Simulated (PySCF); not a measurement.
# BSiH2Cl2 (SMILES [SiH2]B(Cl)Cl): levels of theory compared

Wanted: a comparison of 3 runs (UMP2/cc-pVDZ, UMP2/aug-cc-pVDZ, UMP2/cc-pVTZ) of BSiH2Cl2. 

The results are computed with PySCF 2.14.0.

## (1) The structure to begin with

BSiH2Cl2: 6 atoms, total charge 0, spin state doublet. SMILES: `[SiH2]B(Cl)Cl`. Geometry: relaxed at GFN2-xTB.

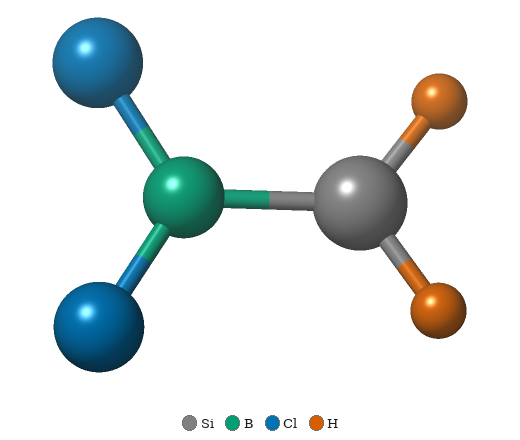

The structure, seen from a chosen angle (silicon grey, boron teal, chlorine blue, hydrogen orange).

## (2) The energy at UMP2/cc-pVDZ (run 1)

run.py reads:

```python
from pyscf import gto, mp

system = gto.Mole()
system.atom = '''
Si    -0.277600     0.899120    -0.240490
B      0.260960    -0.855210     0.234790
Cl     0.075530    -1.470010     1.870910
Cl     0.980940    -1.942080    -0.950460
H     -0.162710     1.486720    -1.572240
H     -0.877120     1.881470     0.657500
'''
system.verbose = 4
system.basis = 'cc-pvdz'
system.max_memory = 1860
system.spin = 1
system.build()

mf = system.UHF()
mf.conv_tol = 1e-10
mf.kernel()
if not mf.converged:
    mf = mf.newton().run(mf.mo_coeff, mf.mo_occ)

pt = mp.MP2(mf, frozen=16).run()
energy = pt.e_tot
print('E(%s) = %.9f' % ('MP2', energy))
```

Started as:

```bash
$ OMP_NUM_THREADS=1 python run.py
```

Standard output:

```text
PySCF version 2.14.0

[... 94 lines left out ...]
converged SCF energy = -1233.82521391251  <S^2> = 0.76214308  2S+1 = 2.0121064
[... 1 line left out ...]
******** <class 'pyscf.mp.ump2.UMP2'> ********
nocc = (np.int64(12), np.int64(11)), nmo = (62, 62)
frozen orbitals 16
E(UMP2) = -1234.26121846264  E_corr = -0.436004550127028
E(SCS-UMP2) = -1234.2512958851  E_corr = -0.426081972593069
E_corr(same-spin) = -0.112065562568497
E_corr(oppo-spin) = -0.323938987558531
E(MP2) = -1234.261218463
```

Wall time 2.5 s (1 thread of Arm Neoverse V1, shared host); peak memory 0.17 GiB.

## (3) The energy at UMP2/aug-cc-pVDZ (run 2)

calc.py reads:

```python
from pyscf import gto, scf, mp

system = gto.Mole()
system.atom = [
    ('Si', (-0.277600, 0.899120, -0.240490)),
    ('B', (0.260960, -0.855210, 0.234790)),
    ('Cl', (0.075530, -1.470010, 1.870910)),
    ('Cl', (0.980940, -1.942080, -0.950460)),
    ('H', (-0.162710, 1.486720, -1.572240)),
    ('H', (-0.877120, 1.881470, 0.657500)),
]
system.verbose = 3
system.spin = 1
system.basis = 'aug-cc-pvdz'
system.max_memory = 1860
system.charge = 0
system.build()

mf = scf.UHF(system)
mf.conv_tol = 1e-10
mf.kernel()
if not mf.converged:
    mf = mf.newton().run(mf.mo_coeff, mf.mo_occ)

pt = mp.MP2(mf, frozen=16).run()
e_final = pt.e_tot
print(f'total energy: {e_final:.8f} hartree')
```

Started as:

```bash
$ OMP_NUM_THREADS=1 python calc.py
```

Standard output:

```text
converged SCF energy = -1233.83076189336  <S^2> = 0.76300888  2S+1 = 2.0129668
E(UMP2) = -1234.29484821372  E_corr = -0.464086320358238
E(SCS-UMP2) = -1234.284258135  E_corr = -0.453496241644317
total energy: -1234.29484821 hartree
```

Wall time 9.3 s (1 thread of Arm Neoverse V1, shared host); peak memory 0.41 GiB.

## (4) The energy at UMP2/cc-pVTZ (run 3)

run.py reads:

```python
from pyscf import gto, scf, mp

mol = gto.Mole()
mol.atom = '''
Si    -0.277600     0.899120    -0.240490
B      0.260960    -0.855210     0.234790
Cl     0.075530    -1.470010     1.870910
Cl     0.980940    -1.942080    -0.950460
H     -0.162710     1.486720    -1.572240
H     -0.877120     1.881470     0.657500
'''
mol.spin = 1
mol.charge = 0
mol.basis = 'cc-pvtz'
mol.max_memory = 1860
mol.verbose = 3
mol.build()

hf = scf.UHF(mol)
hf.conv_tol = 1e-10
hf.kernel()
if not hf.converged:
    hf = hf.newton().run(hf.mo_coeff, hf.mo_occ)

pt = mp.MP2(hf, frozen=16).run()
etot = pt.e_tot
print(f'total energy: {etot:.8f} hartree')
```

Started as:

```bash
$ OMP_NUM_THREADS=1 python run.py
```

Standard output:

```text
converged SCF energy = -1233.87393281324  <S^2> = 0.76438437  2S+1 = 2.014333
E(UMP2) = -1234.45235338481  E_corr = -0.57842057156567
E(SCS-UMP2) = -1234.44733719825  E_corr = -0.573404385010089
total energy: -1234.45235338 hartree
```

It took 48 s on 1 thread of Arm Neoverse V1, shared host; peak memory 1.3 GiB.

## (5) All runs side by side

```
run             level   energy (Eh)  dipole moment (D) of the reference  HOMO energy (eV)  LUMO energy (eV)  wall time
  1      UMP2/cc-pVDZ  -1234.261218                                1.75             -8.61              0.24      2.5 s
  2  UMP2/aug-cc-pVDZ  -1234.294848                                1.83             -8.64              0.00      9.3 s
  3      UMP2/cc-pVTZ  -1234.452353                                1.77             -8.63              0.23       48 s
```

## (6) Results

```
                                                         quantity           value
                                              run 3: total energy  -1234.45235 Eh
                      run 3: dipole moment (Hartree–Fock density)          1.77 D
run 3: HOMO energy (Hartree–Fock orbitals) (highest over α and β)        -8.63 eV
 run 3: LUMO energy (Hartree–Fock orbitals) (lowest over α and β)         0.23 eV
              run 3: correlation energy (16 core orbitals frozen)      -578.4 mEh
                         run 3: ⟨S²⟩ of the reference determinant           0.764
```

**Reading.** Over the runs the total energy spans 5.201 eV. All runs together took 60 s, the longest 48 s.
